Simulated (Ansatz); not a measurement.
# H₃OTe (charge −1): what the fields show

Input

```
crystal:
  periodic: [false, false, false]
  atoms:
    - {symbol: O, position_ang: [0.063354, -0.238335, -1.676419]}
    - {symbol: H, position_ang: [0.165242, 0.680730, -1.938781]}
    - {symbol: Te, position_ang: [0.509323, -0.243808, 0.578173]}
    - {symbol: H, position_ang: [-1.129530, -0.007098, 0.668679]}
    - {symbol: H, position_ang: [0.391612, -0.191391, 2.368447]}
basis:
  gaussian: {orbitals: "def2-TZVPPD.json"}
total_charge: -1
hamiltonian: {xc: pbe0, dispersion: d4}
output: {orbitals: {seedname: orbitals}}
```

Run with:

```sh
ansatz run in.yaml --threads 2 --pin off --events-out ev --progress --plain --max-ram 5222MiB
```

Geometry: PBE0-D4/def2-TZVP; core potentials replace the inner electrons of Te.

Method: RKS PBE0-D4/def2-TZVPPD in Ansatz 0.2.0.

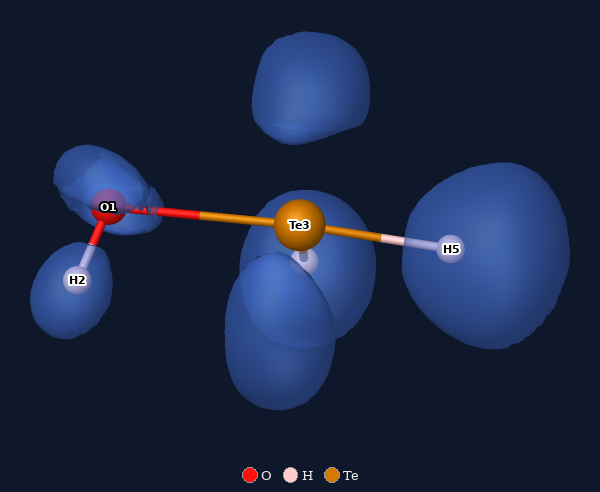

Figure 1. Isosurface of the ELF at 0.85 (blue), seen from one side. Core shells and regions of very low density are left out.

Describe the localisation domains.

The surface consists of three regions around hydrogen nuclei, two lobes on Te, pointing away from the bonds (lone pairs) and one region wrapped around O (its lone pairs, merged into a ring or cap). Along the contacts the grid gives the following. Te–O (2.30 Å): the ELF peaks at about 0.85 in the valence shell of O, 0.6 Å from its nucleus, and drops to about 0.20 between the two atoms. O–H (0.96 Å): the ELF climbs to about 1 towards the hydrogen, as it does in any bond to H; an ordinary covalent bond to hydrogen.

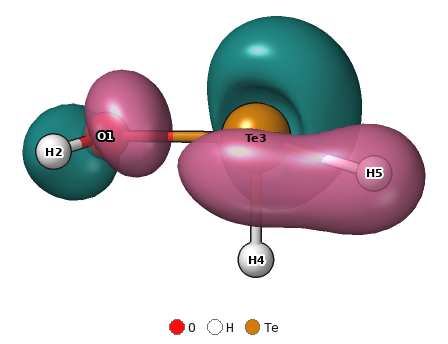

Figure 2. The HOMO−1 at ±0.15 Å⁻³ᐟ² (teal and pink are the two phases), seen at a tilt.

Where does this orbital lie, and at what energy?

It lies mainly on Te3 (about 60 %), O1 (about 25 %) and H5 (about 15 %). Its energy is −1.32 eV.

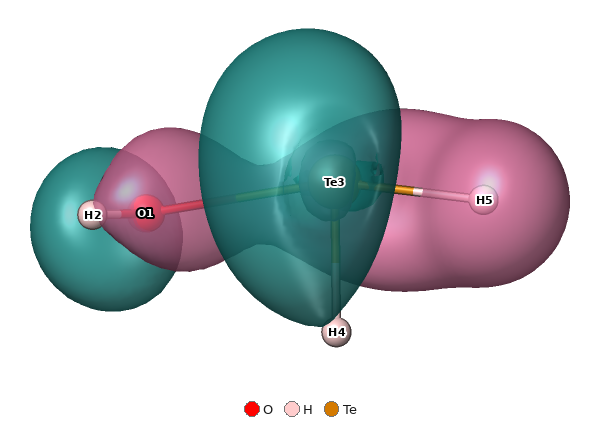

Figure 3. The HOMO at ±0.1 Å⁻³ᐟ² (teal and pink are the two phases), seen at a tilt.

What is the character of this orbital?

By Hirshfeld shares it lies mainly on Te3 (about 55 %), O1 (about 30 %) and H5 (about 10 %). Its energy is −1.02 eV.
